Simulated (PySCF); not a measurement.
# CH3F3O, SMILES `O.FC(F)F`: electronic structure

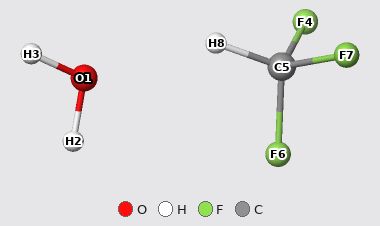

The molecule, with its atoms numbered as below. The pair's geometry is semi-empirical, so its contact may be too short or too long.

Geometry (Å), atoms numbered from 1:

```
O1      -2.6127    0.0170   -0.2301
H2      -2.8109   -0.1583    0.6927
H3      -3.4505    0.1556   -0.6773
F4       1.2362   -0.9282   -0.6664
C5       0.4854    0.0081   -0.0907
F6       0.4039   -0.2725    1.2096
F7       1.1122    1.1753   -0.2198
H8      -0.5200    0.0455   -0.5409
```

Part 1: Bonding charge

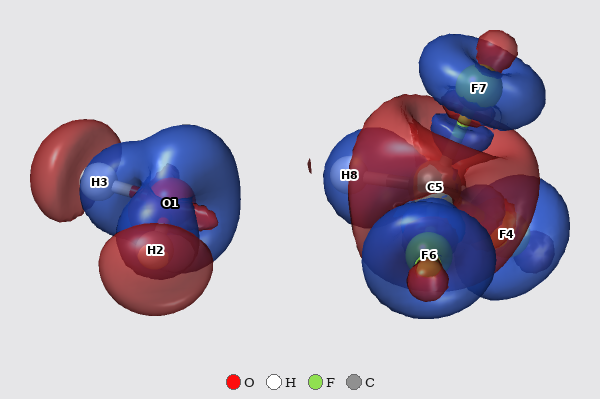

Deformation density (molecule less spherical, spin-averaged free atoms at the same positions), surfaces at ±0.06 e/Å³; blue: gain, red: loss.

Method: BP86/def2-SVPD; geometry: GFN2-xTB; program: PySCF.

> How much density has each bond gained at its critical point, relative to the free atoms?

C5–H8: +0.86 e/Å³ at the bond critical point (bond length 1.10 Å). O1–H3: +0.78 e/Å³ at the bond critical point (bond length 0.96 Å). O1–H2: +0.78 e/Å³ at the bond critical point (bond length 0.96 Å). F4–C5: +0.12 e/Å³ at the bond critical point (bond length 1.33 Å). C5–F7: +0.12 e/Å³ at the bond critical point (bond length 1.33 Å). C5–F6: +0.11 e/Å³ at the bond critical point (bond length 1.33 Å); up to 0.6 Å beside the axis the gain reaches +0.31 e/Å³. In all, 1.6 electrons gather in the regions of gain relative to the promolecule. A small or negative value marks a very polar bond, one between electron-rich atoms, whose free-atom densities already overlap strongly, a long bond to a heavier atom, or a closed-shell contact such as a hydrogen bond.

> Where do the Hirshfeld charges lie?

The highest Hirshfeld charge is on C5 (+0.21 e), the lowest on O1 (−0.25 e).

Part 2: Electrostatic potential

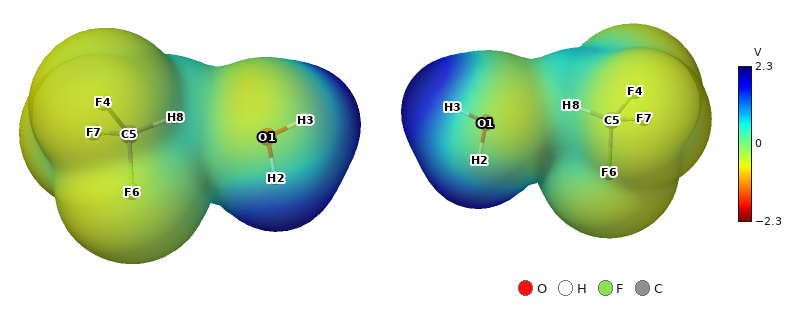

Electrostatic potential on the surface of electron density 0.001 a.u. (back view left, front view right).

> Where are the extremes of the potential on the surface?

Highest: 2.25 V, 1.2 Å from H3. Further maxima include 0.71 V, 1.5 Å from H8; 0.54 V, 1.6 Å from H8. Lowest: −0.66 V, 1.7 Å from F4, and at like points elsewhere. Further minima include −0.56 V, 1.9 Å from O1; −0.55 V, 1.9 Å from O1. The surface is sampled at points, so like sites can differ by a few per cent and only the strongest of them is named.

Part 3: Weak contacts

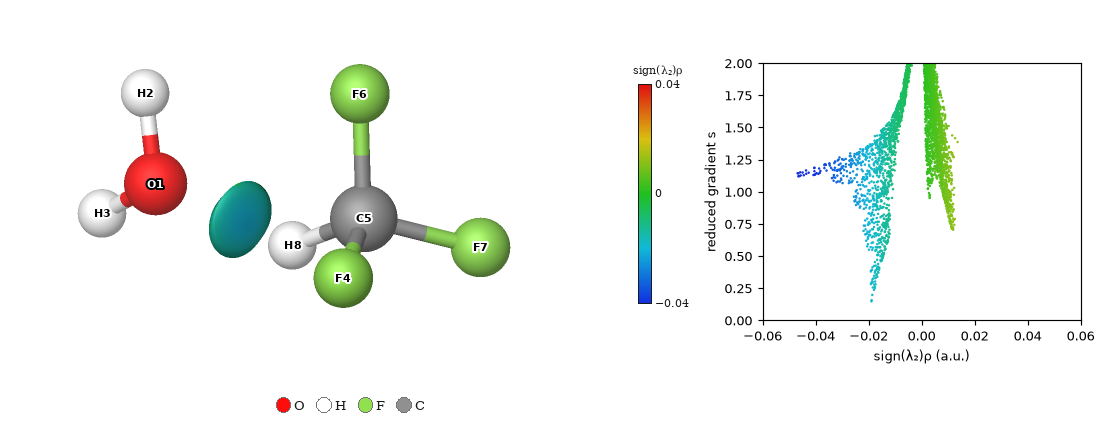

Non-covalent interaction surfaces between the fragments (reduced density gradient s = 0.6, coloured by sign(λ₂)ρ in a.u.; trimmed to the region between the fragments where ρ is under 0.06 a.u.). Fragment A: H2O (atoms 1–3); fragment B: HCF3. The plot gives s against sign(λ₂)ρ for grid points between the fragments.

PySCF calculation, BP86/def2-SVPD, gas phase; geometry: GFN2-xTB.

> Which interactions hold the two fragments together?

Bond critical points between the fragments: O1···H8, weak C–H hydrogen bond, 2.12 Å, ρ = 0.019 a.u. It appears blue-green. The pose is a local one from a semi-empirical search, not shown to be the most stable.

> How strongly are they bound?

The counterpoise-corrected interaction energy of the frozen fragments is −1.7 kcal/mol without dispersion correction and −2.5 kcal/mol with D3(BJ). The pair geometry is semi-empirical, not a minimum at this level.

Part 4: Binding density

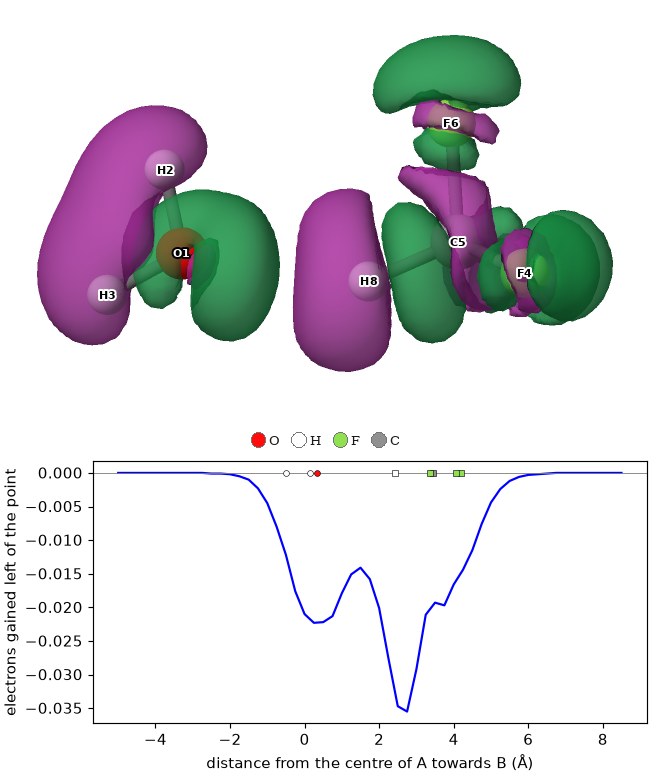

Density of the complex less the densities of the two fragments at the same geometry, ±0.002 e/Å³ (green: gain, purple: loss). Fragment A: H2O (atoms 1–3); fragment B: HCF3. Below: the charge-displacement curve along the line of centres (A on the left).

> How is the density rearranged on binding?

Hirshfeld charges show 0.015 e passing from A to B. By Hirshfeld charges, electrons gather most on F6 (−0.009 e) and leave H8 most (+0.015 e); 0.07 e is displaced in all, which induces a dipole of 0.56 D.

Part 5: Excited states

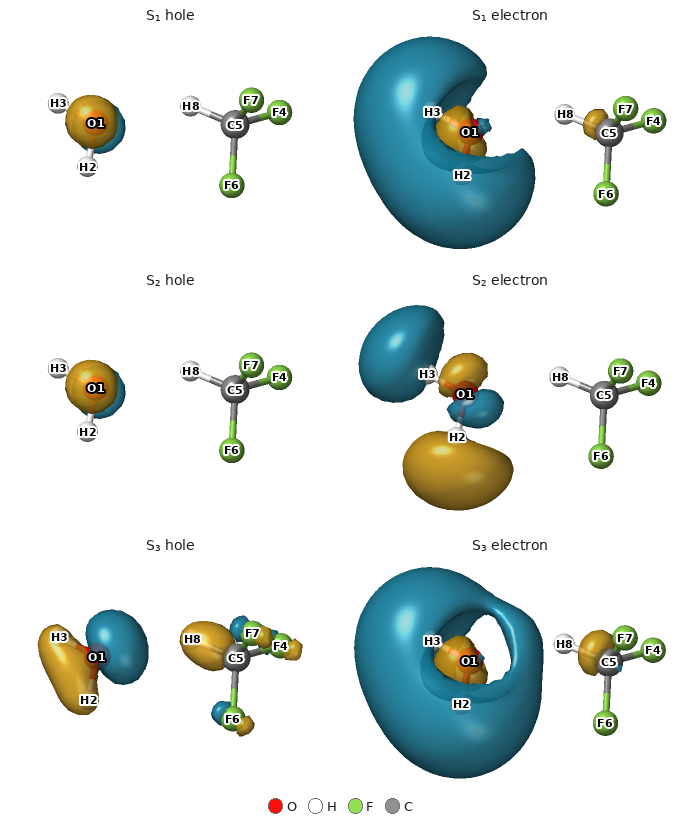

Leading natural transition orbitals (TDA singlet states).

Level of theory: CAM-B3LYP/def2-SVP (PySCF), at a geometry from GFN2-xTB. Without diffuse functions Rydberg states are missing, so the states' numbers hold for this basis only.

> Describe these excited states.

By state:
- S₁: 8.05 eV (154 nm), f = 0.017; the leading pair carries 100 %; hole on O1 (88 %) and H2 and H3 (6 % each), electron on H3 (37 %), H2 (33 %) and O1 (25 %); their centroids lie 0.7 Å apart.
- S₂: 9.99 eV (124 nm), f = 0.000 (dark); the leading pair carries 100 %; hole on O1 (88 %) and H2 and H3 (6 % each), electron on H2 (37 %), H3 (35 %) and O1 (26 %); their centroids lie 0.6 Å apart; S₃ lies within 0.1 eV of it.
- S₃: 10.03 eV (124 nm), f = 0.167 (bright); the leading pair carries 99 %; hole on O1 (66 %), C5 (6 %) and H2 and H3 (6 % each), electron on H3 (34 %), H2 (33 %) and O1 (25 %); their centroids lie 1.2 Å apart; S₂ lies within 0.1 eV of it.

The PySCF runs shown took 13 s, 30 s and 2 min on 1 thread of Arm Neoverse V2, with other jobs on the host.
